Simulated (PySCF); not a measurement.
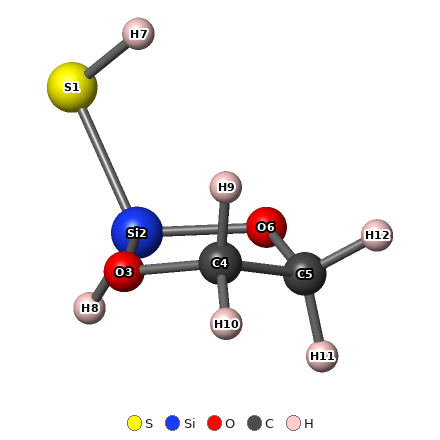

C₂H₆O₂SSi, SMILES S[SiH]1OCCO1. Vertical core-electron binding energies by ΔSCF (SCAN, pcX-2 on the ionised atom, pcseg-1 elsewhere, spin-free X2C; PySCF 2.14.0, at a PBE0-D3(BJ)/def2-SVP geometry (no frequency check)), gas phase, against the vacuum level. One atom of each kind was ionised; within a panel, areas follow the number of like atoms and 2j + 1 (2p levels are split by first-order spin-orbit coupling, an approximation), each panel is scaled alone, Gaussians of 0.4 eV full width. Only the regions named are shown.

Predict the Si 2p and S 2p photoelectron lines.

Answer.
```tsv
level	atoms	binding energy (eV)
Si 2p1/2	Si2	108.7
Si 2p3/2	Si2	108.1
S 2p1/2	S1	170.8
S 2p3/2	S1	169.6
```

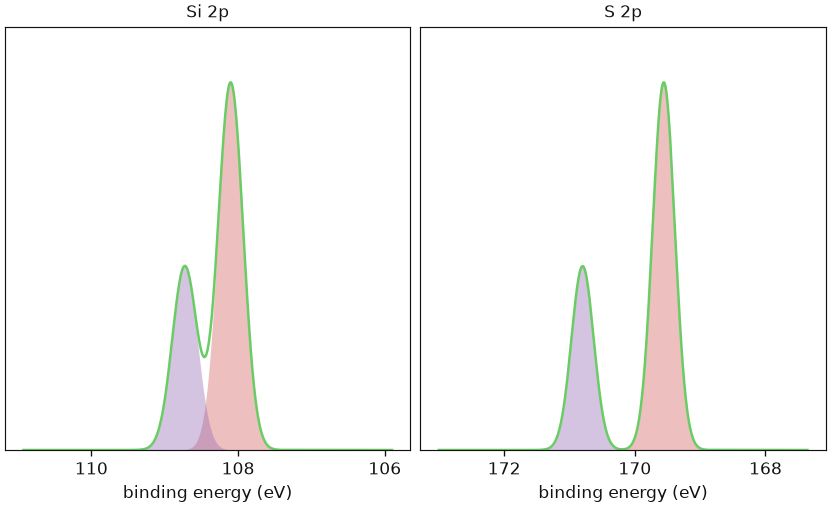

Caveats: one conformer of a flexible molecule.
